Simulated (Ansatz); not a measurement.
**Lattice dynamics of LiSc (built on the sites of a database entry of ScCu)**

The cell of LiSc (built on the sites of a database entry of ScCu) is at rest. What are its phonons? After the zone centre comes a 4×4×4 q mesh on a 12×12×12 k mesh.

Program: Ansatz 0.2.0. Level of theory: DFT PBEsol, scalar-relativistic, plane waves, PAW. Results are calculated unless marked as measured.

The structure was built from a prototype and need not be the compound's stable phase.

**1. The starting structure**

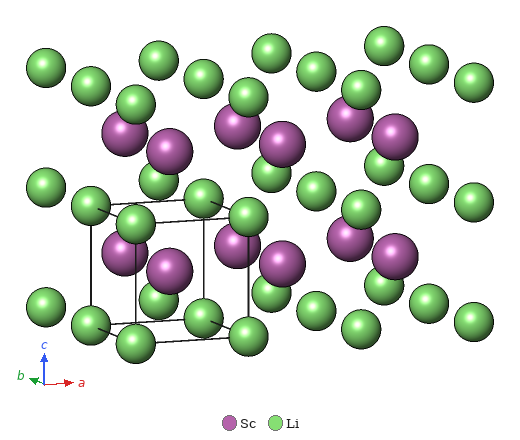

The cell as given, slightly off an axis (scandium purple, lithium green). 3×2×2 cells are drawn. Some periodic images of atoms are drawn too.

Coordinates:

```cif
data_structure
_symmetry_space_group_name_H-M 'P 1'
_symmetry_Int_Tables_number 1
_cell_length_a 3.4508
_cell_length_b 3.4508
_cell_length_c 3.4508
_cell_angle_alpha 90.000
_cell_angle_beta 90.000
_cell_angle_gamma 90.000
_cell_volume 41.09
loop_
_atom_site_label
_atom_site_type_symbol
_atom_site_fract_x
_atom_site_fract_y
_atom_site_fract_z
_atom_site_occupancy
Sc1 Sc 0.50000 0.50000 0.50000 1
Li2 Li 0.00000 0.00000 0.00000 1
```

**2. Linear response at the zone centre**

The cell comes from relaxations at this level that are not shown. The zone centre comes first: it holds the modes that light can see, as far as symmetry allows. No field response is asked, since the mesh shows no gap.

input.yaml

```yaml
crystal:
  lattice:
    - [3.4508347799, 0.0, 0.0]
    - [0.0, 3.4508347799, 0.0]
    - [0.0, 0.0, 3.4508347799]
  atoms:
    - { symbol: Sc, position: [0.5, 0.5, 0.5] }
    - { symbol: Li, position: [0.0, 0.0, 0.0] }
kpoints:
  mp_grid: { grid: [12, 12, 12] }
hamiltonian:
  xc: pbesol
scf:
  occupations: { method: methfessel_paxton, width: 0.15 }
output:
  eigenvalues: true
phonons:
  method: dfpt
```

Launch:

```bash
$ ansatz run input.yaml --threads 4 --pin off --max-ram 7168MiB --backend cpu --events-out ev --progress --plain --runs-dir out
```

Numbers of over 12 decimals in the logs are rounded to 6 here.

The log of the run:

```text
Engine: ansatz 0.2.0, aarch64-unknown-linux-gnu
Pseudopotentials: kind: paw
Pseudopotential: Sc, paw, valence charge 11, recommended cutoff 420 eV (normal), Sc.paw.azcp
Pseudopotential: Li, paw, valence charge 3, recommended cutoff 420 eV (normal), Li.paw.azcp
Functional definition: PBEsol
  exchange = pbesol_x
  correlation = pbesol_c
Crystal: 2 atoms, lattice volume = 41.093 Å³
Basis set: ecut = 420 eV, 799 PW (Γ), exchange–correlation on 48×48×48 points (8 copies of the dense FFT grid, shifted against one another)
Bands: 11, of which v1, the nominal top of the filled ones, is band 7 counted from 1 (6 counted from 0)
Symmetry: 48 space group operations
k-points: 196 of 1728 (irreducible under 8 space group operations, time reversal used)
Non-local potential: Sc, projectors of the file, l = 0: 3, l = 1: 2, l = 2: 3, l = 3: 1
Non-local potential: Li, projectors of the file, l = 0: 3, l = 1: 2, l = 2: 1
PAW form: soft (Blöchl's): semilocal exchange-correlation on the pseudo side does not see the compensation charge
PAW frozen core: Sc, regenerated for the run's functional, and the local potential with it (the file was generated under x = pbe(κ = 0.804, μ = 0.219515), c = pbe(β = 0.066725))
PAW one-centre angular grid: Sc, 590 points (default); XC on 64 Gauss nodes
PAW one-centre angular grid: Li, 110 points (default); XC on 64 Gauss nodes
Initial density: superposition of atomic densities (neutral atoms: chi_scale 0, normalization atom), corrected by the library's trained network
Initial wavefunctions: pseudopotential atomic-orbital guess
Functional: x = pbesol(κ = 0.804, μ = 0.123457), c = pbesol(β = 0.046)
SCF iter   1: F=—  HF=-2313.906001 eV  |F-HF|=—  |Δ(HF+E_count)|=         —  Δρ=4.05e-3  dr2=7.17e-3  ethr=1.77e-3  ⟨swp⟩=4.0  Hψ=9934  notcnv=0
preconditioner: auto → none  [metal: Δε(μ)=0.005 eV  Ē_g=2.786 eV  σ=0.150 eV  W_gap=0.03  n_scr=6 (ndim 8)  ℏωp=11.6 eV  f_vac=0.000  D(μ)=3.03/eV (n_scr^D=32)  sad-step TF]
SCF iter   2: F=—  HF=-2313.903460 eV  |F-HF|=—  |Δ(HF+E_count)|=   2.54e-3  S|Δr|=    0.00e0  Δρ=1.46e-3  dr2=7.90e-4  ethr=5.12e-5  ⟨swp⟩=1.8  Hψ=4525  notcnv=0
SCF iter   3: F=—  HF=-2313.903190 eV  |F-HF|=—  |Δ(HF+E_count)|=   2.70e-4  S|Δr|=    0.00e0  Δρ=4.90e-4  dr2=1.04e-4  ethr=5.64e-6  ⟨swp⟩=2.1  Hψ=2449  notcnv=0
SCF iter   4: F=—  HF=-2313.903174 eV  |F-HF|=—  |Δ(HF+E_count)|=   1.62e-5  S|Δr|=    0.00e0  Δρ=1.30e-4  dr2=7.67e-6  ethr=7.46e-7  ⟨swp⟩=2.9  Hψ=3644  notcnv=0
SCF iter   5: F=—  HF=-2313.903174 eV  |F-HF|=—  |Δ(HF+E_count)|=   6.75e-7  S|Δr|=    0.00e0  Δρ=2.18e-5  dr2=1.79e-7  ethr=5.48e-8  ⟨swp⟩=2.5  Hψ=3147  notcnv=0
SCF iter   6: F=—  HF=-2313.903174 eV  |F-HF|=—  |Δ(HF+E_count)|=   6.44e-7  S|Δr|=    0.00e0  Δρ=1.63e-6  dr2=4.88e-10  ethr=1.28e-9  ⟨swp⟩=2.8  Hψ=3599  notcnv=0
SCF iter   7: F=-2313.903174 eV  HF=-2313.903174 eV  |F-HF|=2.73e-12  |Δ(HF+E_count)|=  4.72e-10  S|Δr|=    0.00e0  Δρ=1.65e-7  dr2=6.22e-12  ethr=1.00e-12  ⟨swp⟩=3.7  Hψ=9454  notcnv=0
SCF 1 converged in 7 iterations: F = -2313.903174 eV  dr2 = 6.22e-12
  greatest PAW one-centre occupation: 1.000 electrons in one spin orbital (limit 2), on the Li atom at site 1 (counted from 0), in its partial waves of l = 0
DFPT response loops at Γ: preconditioner auto → Kerker (q_TF=auto, 2.280 Å⁻¹) (partly filled bands, converged f_vac=0.000); β = 1.00, the filter's whole step (`scf.mixing.beta` (0.50) is not read by the response loops under this deck's `scf.mixing.preconditioner`; to damp them name `kerker` or `kerker_dos`, under which they read `scf.mixing.beta`, and type it under 1.00, their step now; both keys bind the ground state too); Broyden in place of MSR1
SCF converged after 7 iterations
Stability not checked: this state was not tested for a lower state beside it, because cold or Methfessel-Paxton smearing, or corrected tetrahedra, fill the levels in a way that the test cannot read (fill_not_monotonic; see scf.lower_state_search)
Free energy (F): -2313.903174 eV
Harris-Foulkes:  -2313.903174 eV  (|F-HF|=2.73e-12)
Internal energy: -2313.901359 eV  (E = F + TS)
E sigma→0 (E₀):  -2313.902720 eV
Entropy (-TS):   -0.001815 eV (-0.907 meV/atom)
Fermi energy:    6.120575 eV
--- Per-component energies (eV) ---
  E_band       = -278.357736
  E_kinetic    = 281.006156
  E_local      = -1061.583707  (includes V_loc(G=0)·N_el)
  E_nonlocal   = 51.379975
  E_hartree    = 359.373395
  E_xc         = -112.677303
  E_vxc        = -140.607150  (∫ρ·V_xc dr)
  E_paw        = -951.534418  (= ΣΔE_a)
  E_vpaw       = -127.299894  (= ΣTr[D̂ρ^β])
  E_aug_tail   = 0.000024  (compensation charges beyond the density's cutoff)
  E_ewald      = -879.994507
  E_core_change = 0.129025  (= ΣΔE_core)
  E_smearing   = -0.001815  (= −TS)
  E_closure    = -0.000000  (closes the sum)
  Σ components = -2313.903174   (vs F -2313.903174, Δ=0.00e0)
--- Band table (eV; the first three rows and the last of 196) ---
  k-point 0: bands = [... 3 lower, -22.2367, -22.2367, 1.5418, 6.1072, 6.1072, 8.7186, 8.7186, 8.7186]
  k-point 1: bands = [... 3 lower, -22.2360, -22.2360, 1.6271, 6.1087, 6.1356, 8.6074, 8.6074, 8.7252]
  k-point 2: bands = [... 3 lower, -22.2340, -22.2340, 1.8758, 6.0884, 6.2150, 8.3424, 8.3424, 8.7434]
  k-point 195: bands = [... 3 lower, -22.3314, -22.3314, 5.3863, 5.3863, 5.3863, 9.4050, 9.4050, 10.5309]
--- Phonons (Γ-DFPT): 2 representative perturbations + reference, on 196 of 1728 k-points (Σ response iterations 6) ---
  k mesh reduced under 8 symmetry operations, with k and −k counted as one. Each operation leaves every solved perturbation unchanged. A smaller set is not used because it would not reduce the number of displacements times k-points to solve
  ASR residual: 1.493e-4 → 0.000e0 eV/Å²; symmetrization residual: 1.621e-7 eV/Å²
  ASR residual per site (eV/Å²): 1.49e-4 4.69e-6
  Γ frequencies (cm⁻¹): 0.00 0.00 0.00 365.89 365.89 365.89
  non-analytic LO–TO correction: not included (Born effective charges unavailable; polar crystals: no LO–TO splitting at Γ)
```

It took 6.4 s on 4 threads of Arm Neoverse V2, shared host; peak memory 0.57 GiB; 22 s of CPU time.

In the SCF lines HF is the Harris–Foulkes energy and dr2 the Hartree energy of the density residual, in eV; the loop may stop once dr2 is under the threshold and the program's other checks hold. Hψ counts applications of the Hamiltonian.

Numbers from this step:

```yaml
volume_per_atom: 20.55 Å³
gap_on_the_k_mesh: 0 eV
sum_rule_residual_before_enforcement: 1.49e-4 eV/Å²
point_group: m-3m
highest_optical_mode_at_the_zone_centre_no_lo_to_term: 365.9 cm⁻¹
lowest_optical_zone_centre_mode: 365.9 cm⁻¹
```

Patterns of degenerate modes are one choice out of their space. The modes at Γ (shares of kinetic energy by element, %):

```csv
mode,frequency (cm⁻¹),symmetry,Sc %,Li %
1,0.0,acoustic,87,13
2,0.0,acoustic,87,13
3,0.0,acoustic,87,13
4,365.9,T1u,13,87
5,365.9,T1u,13,87
6,365.9,T1u,13,87
```

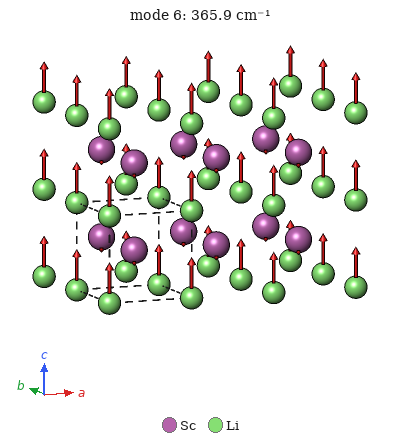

Displacement patterns of mode 6 at Γ; arrows are exaggerated. 3×2×2 cells are drawn. Some periodic images of atoms are drawn too.

Before it was imposed, the acoustic sum rule was missed by 1.5e-4 eV/Å². Small misses are needed for a sound result but don't prove that mesh and cutoff are converged. The lowest optical mode is real, 366 cm⁻¹.

**3. Response at finite wavevector**

Stability and thermal properties need the whole zone. Linear response on a 4×4×4 q mesh gives force constants as far as a supercell of that size would.

Changes to input.yaml since step 2:

```diff
@@ -18 +18,8 @@
   method: dfpt
+  qmesh: [4, 4, 4]
+  temperatures: { t_max: 1000, t_step: 50 }
+  qpath:
+    path:
+      - [[0.0, 0.0, 0.0], [0.0, 0.5, 0.0], [0.5, 0.5, 0.0], [0.0, 0.0, 0.0], [0.5, 0.5, 0.5], [0.0, 0.5, 0.0]]
+      - [[0.5, 0.5, 0.5], [0.5, 0.5, 0.0]]
+    npoints: 10
```

The log of the run:

```text
[...]
Crystal: 2 atoms, lattice volume = 41.093 Å³
Basis set: ecut = 420 eV, 799 PW (Γ), exchange–correlation on 48×48×48 points (8 copies of the dense FFT grid, shifted against one another)
Bands: 11, of which v1, the nominal top of the filled ones, is band 7 counted from 1 (6 counted from 0)
Symmetry: 48 space group operations
k-points: 84 of 1728
[...]
SCF iter   1: F=—  HF=-2313.906020 eV  |F-HF|=—  |Δ(HF+E_count)|=         —  Δρ=4.06e-3  dr2=7.18e-3  ethr=1.77e-3  ⟨swp⟩=4.0  Hψ=4268  notcnv=0
[...]
SCF iter   7: F=-2313.903174 eV  HF=-2313.903174 eV  |F-HF|=3.18e-12  |Δ(HF+E_count)|=  4.72e-10  S|Δr|=    0.00e0  Δρ=1.74e-7  dr2=7.18e-12  ethr=1.00e-12  ⟨swp⟩=3.7  Hψ=4068  notcnv=0
SCF 1 converged in 7 iterations: F = -2313.903174 eV  dr2 = 7.18e-12
[...]
iter 1 solved again at ethr=2.62e-9 eV; its pass at ethr=3.10e-3 eV (dr2=3.67e-7 eV) is discarded
[...]
SCF iter   2: F=-2313.903174 eV  HF=-2313.903174 eV  |F-HF|=9.09e-13  |Δ(HF+E_count)|=  1.65e-10  S|Δr|=    0.00e0  Δρ=8.11e-8  dr2=2.41e-12  ethr=1.00e-12  ⟨swp⟩=3.4  Hψ=2769  notcnv=0
SCF 2 converged in 2 iterations: F = -2313.903174 eV  dr2 = 2.41e-12
phonons: the bands overlap, so this run is a metal and interpolates without the dipole-dipole term. If the crystal is really an insulator or semiconductor, its LO-TO splitting is missing
NSCF: frozen V_eff on 84 k-points
[...]
DFPT response loops at q = (0, 0, 0) (fractional): preconditioner auto → Kerker (q_TF=auto, 2.280 Å⁻¹) (partly filled bands, converged f_vac=0.000); β = 1.00, the filter's whole step (`scf.mixing.beta` (0.50) is not read by the response loops under this deck's `scf.mixing.preconditioner`; to damp them name `kerker` or `kerker_dos`, under which they read `scf.mixing.beta`, and type it under 1.00, their step now; both keys bind the ground state too); Broyden in place of MSR1
[...]
SCF converged after 7 iterations
[...]
Free energy (F): -2313.903174 eV
[...]
Internal energy: -2313.901359 eV  (E = F + TS)
E sigma→0 (E₀):  -2313.902720 eV
Entropy (-TS):   -0.001815 eV (-0.907 meV/atom)
Fermi energy:    6.120575 eV
[...]
--- Band table (eV; the first three rows and the last of 84) ---
  k-point 0: bands = [... 3 lower, -22.2367, -22.2367, 1.5418, 6.1072, 6.1072, 8.7186, 8.7186, 8.7186]
  k-point 1: bands = [... 3 lower, -22.2360, -22.2360, 1.6271, 6.1087, 6.1356, 8.6074, 8.6074, 8.7252]
  k-point 2: bands = [... 3 lower, -22.2340, -22.2340, 1.8758, 6.0884, 6.2150, 8.3424, 8.3424, 8.7434]
  k-point 83: bands = [... 3 lower, -22.3314, -22.3314, 5.3863, 5.3863, 5.3863, 9.4050, 9.4050, 10.5309]
--- Phonons (Γ-DFPT): 2 representative perturbations + reference (Σ response iterations 6) ---
  ASR residual: 1.632e-4 → 0.000e0 eV/Å²; symmetrization residual: 3.356e-7 eV/Å²
  ASR residual per site (eV/Å²): 1.63e-4 5.32e-6
  Γ frequencies (cm⁻¹): 0.00 0.00 0.00 365.89 365.89 365.89
--- Phonons (arbitrary-q DFPT): 10 irreducible q on the 4×4×4 mesh ---
  q = [0.0000, 0.0000, 0.0000] (star 1, of the zone-centre solve; hermiticity 2.27e-7, symmetrization 1.35e-12): -0.00 0.00 0.00 365.89 365.89 365.89
  q = [0.0000, 0.0000, 0.2500] (star 6, 4 solved perturbations in 1848 linear systems a pass and spin channel, the states on 588 of 1728 k-point pairs; hermiticity 1.00e-7, symmetrization 1.54e-12): 85.77 85.77 101.59 347.68 358.46 358.46
[...]
q = [0.0000, 0.2500, -0.5000] (star 12, 6 solved perturbations on 588 of 1728 k-point pairs; hermiticity 4.70e-7, symmetrization 4.59e-8): 102.38 103.06 108.42 318.76 329.40 358.38
[...]
sum rule: each row above includes the acoustic sum rule's correction from the zone centre's row sums; it moved no ω² by more than (0.99 cm⁻¹)²
  mesh force constants: q→R imaginary residual 2.10e-18; ASR residual 1.632e-4 → 0.000e0 eV/Å²; symmetrization residual 1.332e-15 eV/Å²
  interpolated dispersion: 62 rows × 6 modes
  density of states and harmonic sums: on the 20×20×20 q-mesh, interpolated from the force constants of a 4×4×4 supercell (no non-analytic term)
  largest difference from the sums on the solved wave vectors: F 1.29e-2 eV, S 1.69e-5 and C_V 4.03e-6 eV/K
  zero-point energy: 0.082991 eV/cell   skipped modes (ω ≤ 0): 3   left out of the sums: 6.25e-5 of the cell's modes: C_V's classical limit lies that fraction below 3 k_B per atom; for a crystal, a wire or a layer, F and S can be off by more, and a phonons.interpolated_qmesh denser along its periods is the remedy for the sampling
```

Run time: 2.9 min. Hardware: 4 threads; peak memory 1.4 GiB.

This step gave:

| Quantity | Value |
| --- | --- |
| sum-rule residual before enforcement | 1.63e-4 eV/Å² |
| lowest frequency on the path | 0 cm⁻¹ |
| highest frequency on the path or at a solved wavevector | 368.2 cm⁻¹ |
| mean frequency | 223.1 cm⁻¹ |
| Debye temperature (second moment) | 465 K |
| logarithmic mean frequency | 190 cm⁻¹ |
| lowest mode on the q mesh (acoustic modes at Γ apart) | 67.7 cm⁻¹ |
| zero-point energy per atom | 41.5 meV |
| heat capacity at 300 K | 22.26 J/(mol atoms K) |
| vibrational entropy at 300 K | 28.69 J/(mol atoms K) |
| edges of the widest gap between branches, on path and mesh | 185.7, 296 cm⁻¹ |

Frequencies (cm⁻¹) solved at each irreducible wavevector; negative means imaginary. Frequencies by wavevector, by row:

```csv
q in reciprocal lattice units,star,mode 1,mode 2,mode 3,mode 4,mode 5,mode 6
0 0 0,1,0,0,0,365.9,365.9,365.9
0 0 0.25,6,85.8,85.8,101.6,347.7,358.5,358.5
0 0 -0.5,3,113,126,126,312.4,348.2,348.2
0 0.25 0.25,12,67.7,98.7,134.1,336.7,341.6,358.3
0 0.25 -0.5,12,102.4,103.1,108.4,318.8,329.4,358.4
0 -0.5 -0.5,3,88.9,88.9,93.6,308.1,308.1,368.2
0.25 0.25 0.25,8,112,118.2,118.2,332.8,332.8,344.5
0.25 0.25 -0.5,12,93.1,125.3,154.6,309.4,326.6,340.2
0.25 -0.5 -0.5,6,143.4,143.8,143.8,299.8,299.8,336.6
-0.5 -0.5 -0.5,1,185.7,185.7,185.7,296,296,296
```

Interpolated from a 4×4×4 q mesh. Phonon branches along the path, in cm⁻¹:

```csv
point,branch 1,branch 2,branch 3,branch 4,branch 5,branch 6
Γ,0,0,0,366,366,366
X,113,126,126,312,348,348
M,89,89,94,308,308,368
Γ,0,0,0,366,366,366
R,186,186,186,296,296,296
X,113,126,126,312,348,348
jump to R,186,186,186,296,296,296
M,89,89,94,308,308,368
```

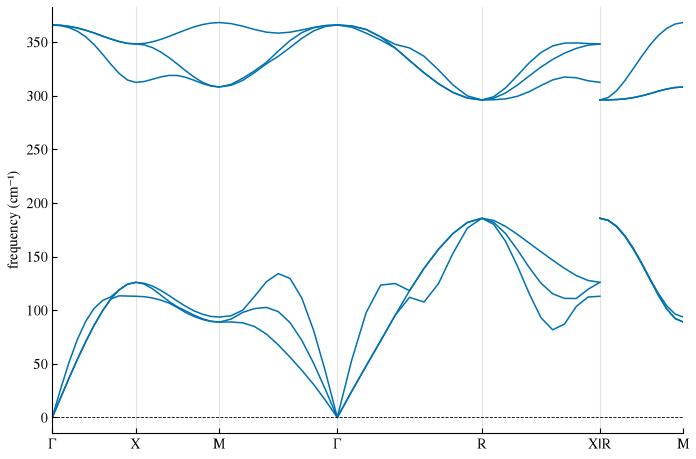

Phonon branches along the path.

[end of part 1 of 2]

[Logs are printed without paths, hosts, clocks, repeated set-up lines and the standing remarks that a program may print on its own settings, such as how far it seeks lower states.]

[Hosts, paths, dates, database ids (printed as entryN), source tags and the programs' standing remarks are cut or masked in the printed files.]
